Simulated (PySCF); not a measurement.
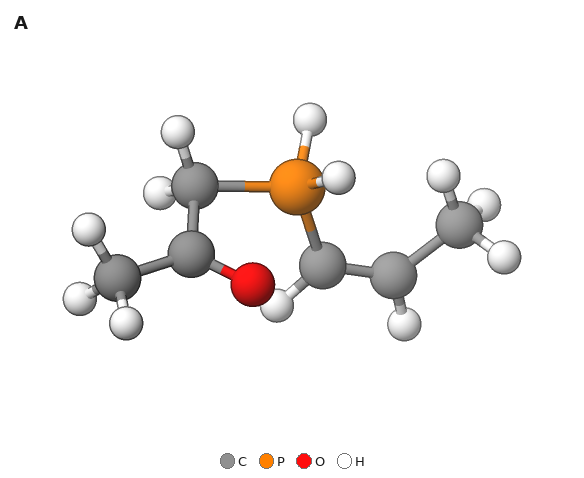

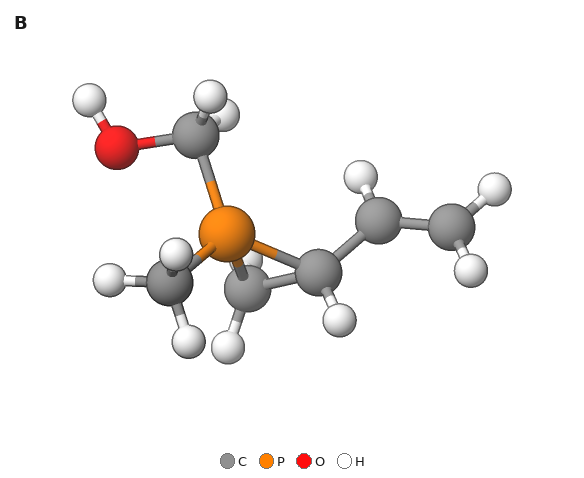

2 stationary structures of one formula. State: charge +1, singlet. Geometries: GFN2-xTB. Electronic energies: PBE0/pcSseg-1 (PySCF 2.14.0), without zero-point energy. No frequency run is at hand to confirm each as a minimum. Each is one conformer, not always the lowest.

> How are they related?

They are constitutional isomers of C6H12OP(+): A `C/C=C\[PH2+]CC(C)=O`, B `C=C[C@@H]1C[P@+]1(C)CO`.

> Rank them by energy, lowest first.

A is lowest; B lies 0.841 eV above it.

The geometry is semi-empirical. Around P such bond lengths and angles can be off by a tenth of an ångström or more and by several degrees, and values that hang on the shape move with them.
